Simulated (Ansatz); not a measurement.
GeB2H6: geometry relaxation (part 1 of 2)

GeB2H6, computed with RKS PBE0-D4/def2-SVP (Ansatz 0.2.0).

It belongs to a series of runs on one base structure; here: end point A relaxed.

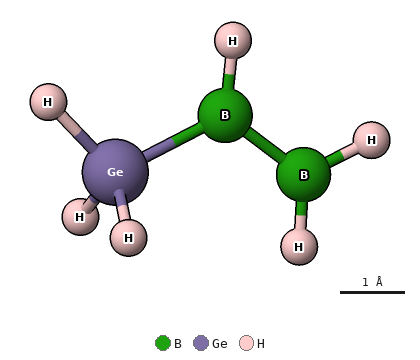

Figure 1. The input geometry (ball-and-stick view, seen at a tilt). Sticks mark near contacts. Bond lengths as drawn: B–B 1.63 Å, B–Ge 2.00 Å, B–H 1.14 to 1.24 Å and Ge–H 1.49 to 1.62 Å.

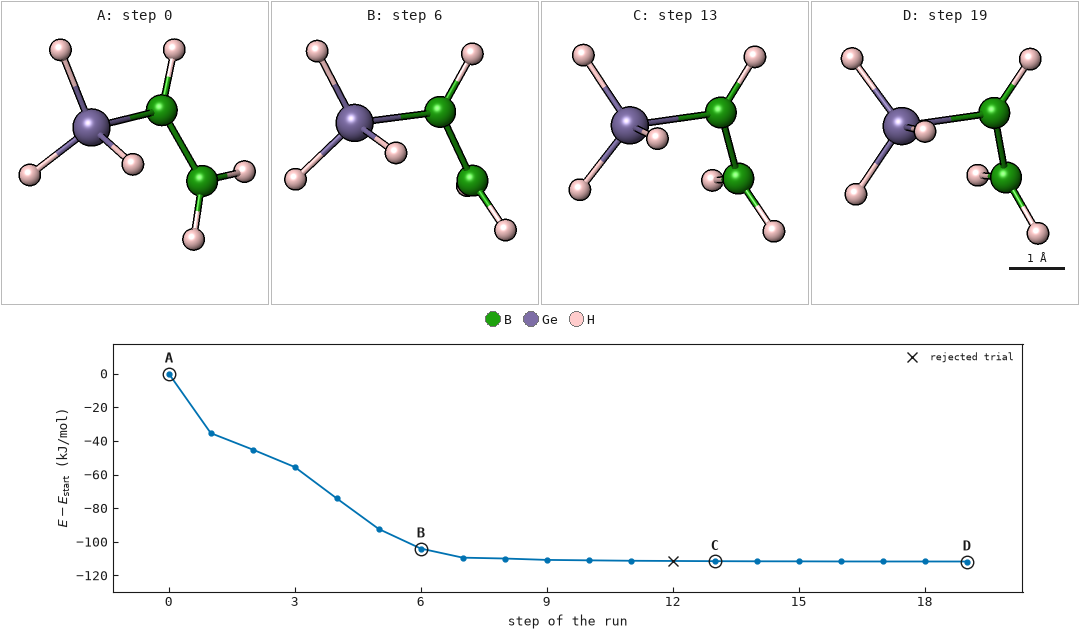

Figure 2. Frames of the relaxation (ball-and-stick view, seen at a tilt) above the curves, on which the letters mark them (the first geometry is step 0 here and step 1 in the log).

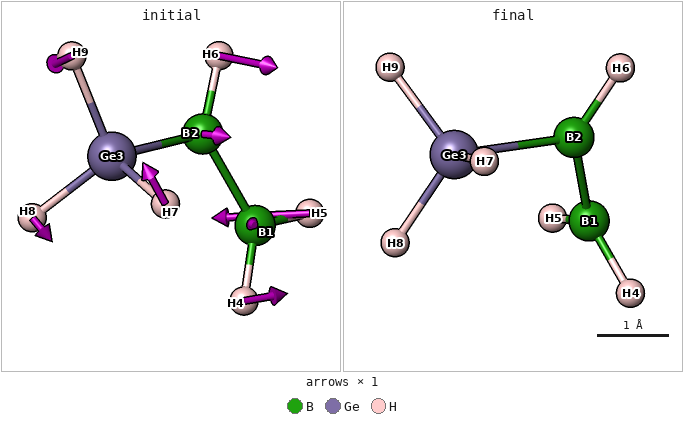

Figure 3. Before (left) and after (right) the relaxation, at one scale (ball-and-stick view, seen at a tilt). The pink arrows give the displacements, at true length. H5 moves most after the best rigid fit: 1.44 Å. Largest moves by element: H 1.44 Å, B 0.50 Å, Ge 0.04 Å. Distances before and after: B2–Ge3 1.998 → 2.080 Å, Ge3–H9 1.616 → 1.543 Å, B1–H4 1.145 → 1.213 Å, Ge3–H8 1.489 → 1.541 Å. Among the angles that change: B1–B2–H6 121.5° → 130.6°, Ge3–B2–H6 120.7° → 115.5°, B1–B2–Ge3 117.8° → 113.8°. After 19 geometry steps the energy has fallen by 111.7 kJ/mol. Largest force component: 2.2 eV/Å at the start, 0.0085 eV/Å at the end. The line search rejected the trial step at point 12 (counted from 0) and went back. (Atoms are counted from 1 in the order of the input.)

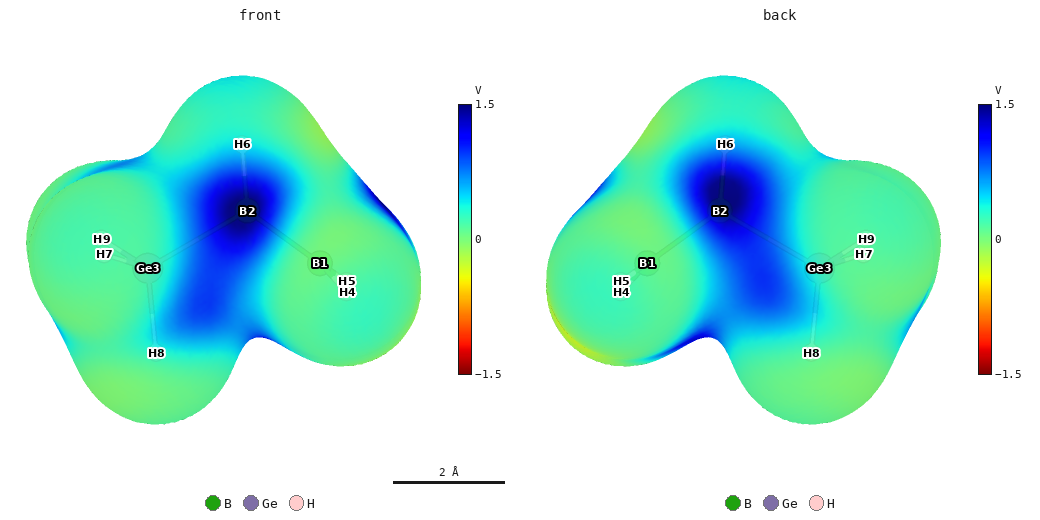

Figure 4. The molecular electrostatic potential painted on the density surface at 0.002 e/bohr³, seen face on and from behind; the colour scale runs from red (negative) to blue (positive).

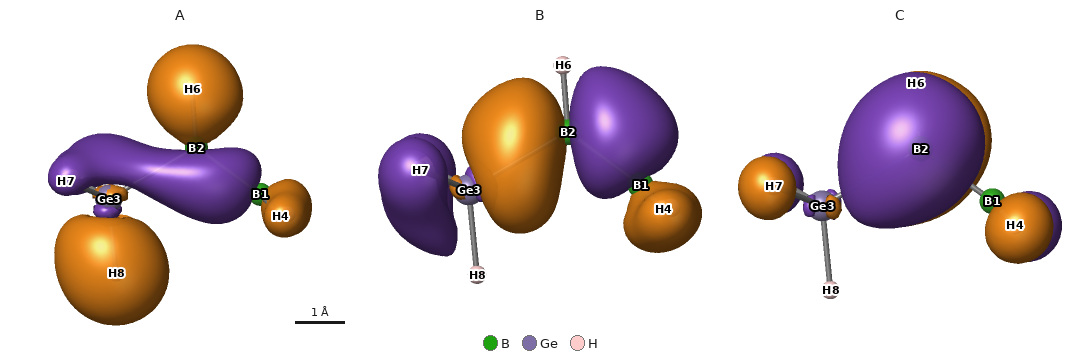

Figure 5. Three frontier orbitals at ±0.1 Å⁻³ᐟ² (orange and purple are the two phases). A is the HOMO−1 (−9.06 eV). Its weight (Hirshfeld) is mainly on Ge3 (25 %), H8 (25 %), B2 (20 %), H6 (15 %) and B1 (10 %). B is the HOMO (−7.91 eV). By Hirshfeld shares it lies mainly on B2 (35 %), Ge3 (25 %) and B1 (20 %). C is the LUMO (−2.07 eV). By Hirshfeld shares it lies mainly on B2 (55 %), Ge3 (15 %) and B1 (10 %). The HOMO–LUMO gap is 5.84 eV between the orbital energies.

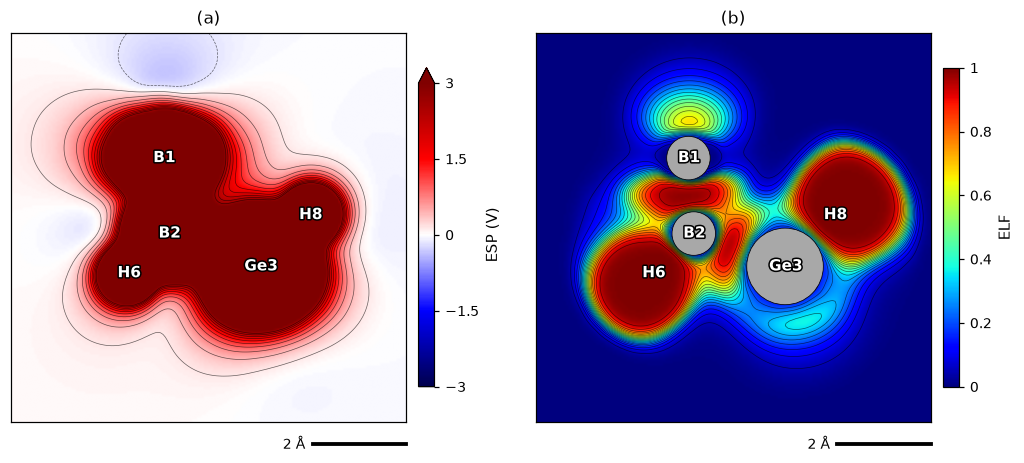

Figure 6. (a) molecular electrostatic potential; (b) electron localisation function on the plane of atoms B1, B2 and H6. Grey discs, where drawn, cover atomic cores. Atoms in the plane: B, Ge and H. B–B (1.62 Å): the ELF peaks at about 1 between the atoms (localised, shared-pair bonding). B–H (1.21 Å): the ELF climbs to about 1 towards the hydrogen, as it does in any bond to H; a covalent bond by its length. Ge–H (1.54 Å): the ELF climbs to about 1 towards the hydrogen.

The input and output of the run follow.

The input
```yaml
crystal:
  periodic: [false, false, false]
  atoms:
    - { symbol: B, position_ang: [-0.6502, 0.7197, -1.4263] }
    - { symbol: B, position_ang: [-0.1775, 0.778, 0.1315] }
    - { symbol: Ge, position_ang: [0.5283, -0.9007, 0.9543] }
    - { symbol: H, position_ang: [-0.5695, -0.2206, -2.0745] }
    - { symbol: H, position_ang: [-1.1265, 1.7431, -1.944] }
    - { symbol: H, position_ang: [-0.2296, 1.7931, 0.7625] }
    - { symbol: H, position_ang: [1.8229, -1.3764, 0.1658] }
    - { symbol: H, position_ang: [-0.4897, -1.9875, 0.9383] }
    - { symbol: H, position_ang: [0.9804, -0.595, 2.4751] }
basis:
  gaussian: { orbitals: def2-SVP }
hamiltonian:
  xc: pbe0
  dispersion: d4
relax:
  f_tol: 0.015
  max_steps: 40
output:
  orbitals: {}
```

Run as:
```bash
ansatz run input.yaml --threads 1 --pin off --max-ram 2048MiB --backend cpu --events-out ev --progress --plain --runs-dir out
```

Log
```
The last accepted step is kept in [file] (removed where the run ends without a failure and the disk answers)
Engine: ansatz 0.2.0, aarch64-unknown-linux-gnu
Functional definition: PBE0
  parameter a = 0.25
  parameter kappa = 0.804
  parameter beta = 0.06672455060314922
  exchange = (1 - a)*pbe_x(kappa = kappa, mu = beta*pi^2/3) + a*exact_x
  correlation = pbe_c(beta = beta)
1000 factors; integrals over basis functions are off by at most 3.3e-4 eV
mean field evaluation 1: about -57946.7600 eV, gradient 2.0e1 eV
mean field evaluation 2: about -57947.2345 eV, gradient 1.7e1 eV
mean field evaluation 4: about -57947.9390 eV, gradient 6.5e-1 eV
mean field evaluation 8: about -57947.9576 eV, gradient 6.0e-3 eV
mean field -57947.95758423 eV, -2129.5481626840 hartree, gradient 3.9e-5 eV, S^2 0.000000; 0 other end points of the search recorded, 0 dependent functions left out
the calculation of the forces begins
reference -57947.95761352 eV, -2129.5481637604 hartree; 24, 24 occupied and 66, 66 virtual orbitals, 1000 factors
relax step   1: F+E_penalty+E_count = -57948.07685589 eV  Δ(F+E_penalty+E_count) = +0.000e0 eV  max|allowed force component| = 2.215e0 eV/Å  Δτ_max = 0.0000 Å  (25 SCF iters, accepted)
these checks for a lower state are left out or cut short: starts, cluster_reference, orbital_swaps, neighbouring_geometries, increment
1000 factors; integrals over basis functions are off by at most 3.4e-4 eV
mean field evaluation 16: about -57948.2198 eV, gradient 8.2e0 eV
mean field -57948.32787422 eV, -2129.5617705903 hartree, gradient 1.5e-5 eV, S^2 0.000000; 0 other end points of the search recorded, 0 dependent functions left out
[... from here on the field's lines of each further geometry are left out, up to the last ...]
relax step   2: F+E_penalty+E_count = -57948.44372608 eV  Δ(F+E_penalty+E_count) = -3.669e-1 eV  max|allowed force component| = 6.791e-1 eV/Å  Δτ_max = 0.1951 Å  (29 SCF iters, accepted)
relax step   3: F+E_penalty+E_count = -57948.54514652 eV  Δ(F+E_penalty+E_count) = -1.014e-1 eV  max|allowed force component| = 3.808e-1 eV/Å  Δτ_max = 0.1815 Å  (29 SCF iters, accepted)
relax step   4: F+E_penalty+E_count = -57948.65261058 eV  Δ(F+E_penalty+E_count) = -1.075e-1 eV  max|allowed force component| = 7.395e-1 eV/Å  Δτ_max = 0.1952 Å  (28 SCF iters, accepted)
relax step   5: F+E_penalty+E_count = -57948.84593811 eV  Δ(F+E_penalty+E_count) = -1.933e-1 eV  max|allowed force component| = 9.744e-1 eV/Å  Δτ_max = 0.2000 Å  (27 SCF iters, accepted)
relax step   6: F+E_penalty+E_count = -57949.03433998 eV  Δ(F+E_penalty+E_count) = -1.884e-1 eV  max|allowed force component| = 5.715e-1 eV/Å  Δτ_max = 0.1992 Å  (27 SCF iters, accepted)
relax step   7: F+E_penalty+E_count = -57949.15470144 eV  Δ(F+E_penalty+E_count) = -1.204e-1 eV  max|allowed force component| = 2.517e-1 eV/Å  Δτ_max = 0.2000 Å  (28 SCF iters, accepted)
relax step   8: F+E_penalty+E_count = -57949.21086857 eV  Δ(F+E_penalty+E_count) = -5.617e-2 eV  max|allowed force component| = 1.155e-1 eV/Å  Δτ_max = 0.2000 Å  (28 SCF iters, accepted)
relax step   9: F+E_penalty+E_count = -57949.21621911 eV  Δ(F+E_penalty+E_count) = -5.351e-3 eV  max|allowed force component| = 2.011e-1 eV/Å  Δτ_max = 0.1815 Å  (28 SCF iters, accepted)
relax step  10: F+E_penalty+E_count = -57949.22471083 eV  Δ(F+E_penalty+E_count) = -8.492e-3 eV  max|allowed force component| = 8.053e-2 eV/Å  Δτ_max = 0.1128 Å  (28 SCF iters, accepted)
relax step  11: F+E_penalty+E_count = -57949.22740627 eV  Δ(F+E_penalty+E_count) = -2.695e-3 eV  max|allowed force component| = 1.818e-1 eV/Å  Δτ_max = 0.0684 Å  (29 SCF iters, accepted)
relax step  12: F+E_penalty+E_count = -57949.23000426 eV  Δ(F+E_penalty+E_count) = -2.598e-3 eV  max|allowed force component| = 1.260e-1 eV/Å  Δτ_max = 0.0322 Å  (29 SCF iters, accepted)
relax step  13: F+E_penalty+E_count = -57949.22879734 eV  Δ(F+E_penalty+E_count) = +1.207e-3 eV  max|allowed force component| = 1.334e-1 eV/Å  Δτ_max = 0.1019 Å  (29 SCF iters, rejected (line search))
relax step  14: F+E_penalty+E_count = -57949.23253663 eV  Δ(F+E_penalty+E_count) = -2.532e-3 eV  max|allowed force component| = 1.761e-2 eV/Å  Δτ_max = 0.0509 Å  (30 SCF iters, accepted)
relax step  15: F+E_penalty+E_count = -57949.23332207 eV  Δ(F+E_penalty+E_count) = -7.854e-4 eV  max|allowed force component| = 4.069e-2 eV/Å  Δτ_max = 0.0619 Å  (29 SCF iters, accepted)
relax step  16: F+E_penalty+E_count = -57949.23365326 eV  Δ(F+E_penalty+E_count) = -3.312e-4 eV  max|allowed force component| = 3.564e-2 eV/Å  Δτ_max = 0.0190 Å  (30 SCF iters, accepted)
relax step  17: F+E_penalty+E_count = -57949.23430831 eV  Δ(F+E_penalty+E_count) = -6.551e-4 eV  max|allowed force component| = 3.747e-2 eV/Å  Δτ_max = 0.0713 Å  (29 SCF iters, accepted)
relax step  18: F+E_penalty+E_count = -57949.23448721 eV  Δ(F+E_penalty+E_count) = -1.789e-4 eV  max|allowed force component| = 3.083e-2 eV/Å  Δτ_max = 0.0179 Å  (30 SCF iters, accepted)
relax step  19: F+E_penalty+E_count = -57949.23452580 eV  Δ(F+E_penalty+E_count) = -3.859e-5 eV  max|allowed force component| = 2.319e-2 eV/Å  Δτ_max = 0.0100 Å  (23 SCF iters, accepted)
the calculation of the forces begins
reference -57949.11616409 eV, -2129.5907397084 hartree; 24, 24 occupied and 66, 66 virtual orbitals, 1000 factors
relax step  20: F+E_penalty+E_count = -57949.23462520 eV  Δ(F+E_penalty+E_count) = -9.940e-5 eV  max|allowed force component| = 8.499e-3 eV/Å  Δτ_max = 0.0110 Å  (23 SCF iters, accepted)
1000 factors; integrals over basis functions are off by at most 3.4e-4 eV
mean field evaluation 160: about -57949.1161 eV, gradient 1.9e-4 eV
mean field -57949.11613514 eV, -2129.5907386446 hartree, gradient 1.7e-5 eV, S^2 0.000000; 1 other end points of the search recorded, 0 dependent functions left out
the calculation of the forces begins
reference -57949.11616409 eV, -2129.5907397084 hartree; 24, 24 occupied and 66, 66 virtual orbitals, 1000 factors
Total energy: -57949.23465415 eV, -2129.5950941380 hartree
Atom 0 at    -0.794588     0.776721    -1.342776 Å, force     0.006054     0.000061    -0.003145 eV/Å
Atom 1 at     0.251627     0.887475    -0.107409 Å, force    -0.008499     0.000331     0.001831 eV/Å
Atom 2 at     0.473756    -0.879615     0.966656 Å, force     0.005383    -0.005700     0.003514 eV/Å
Atom 3 at    -0.445018     0.388146    -2.437728 Å, force    -0.002091     0.001945     0.000362 eV/Å
Atom 4 at    -1.983791     0.961075    -1.189830 Å, force    -0.000245     0.000551     0.001008 eV/Å
Atom 5 at     0.912991     1.819983     0.281941 Å, force     0.002780    -0.000257    -0.002727 eV/Å
Atom 6 at     1.948447    -1.329556     0.895598 Å, force    -0.000799     0.001740    -0.001764 eV/Å
Atom 7 at    -0.400586    -2.046479     0.468119 Å, force     0.000598     0.000832     0.001363 eV/Å
Atom 8 at     0.125763    -0.624050     2.448130 Å, force    -0.003182     0.000497    -0.000441 eV/Å
Dipole moment:     0.027269     0.068043     0.003256 e Å
```

Trajectory as extended XYZ (Å, eV, eV/Å), 20 frames, from step=1 to step=20
```
9
Properties=species:S:1:pos:R:3:forces:R:3 step=1 energy=-57948.07686
B    -0.6502    0.7197   -1.4263   -1.1644   2.2146  -1.5570
B    -0.1775    0.7780    0.1315    0.4612   0.2992   1.5784
Ge    0.5283   -0.9007    0.9543    1.7536   0.5107   1.4785
H    -0.5695   -0.2206   -2.0745    0.1379  -1.4184  -1.1257
H    -1.1265    1.7431   -1.9440    0.1386  -0.6382   0.0476
H    -0.2296    1.7931    0.7625    0.0709   0.2289   0.2281
H     1.8229   -1.3764    0.1658   -0.5751   0.1263   0.2671
H    -0.4897   -1.9875    0.9383   -0.5999  -0.8245  -0.0323
H     0.9804   -0.5950    2.4751   -0.2228  -0.4985  -0.8847
```
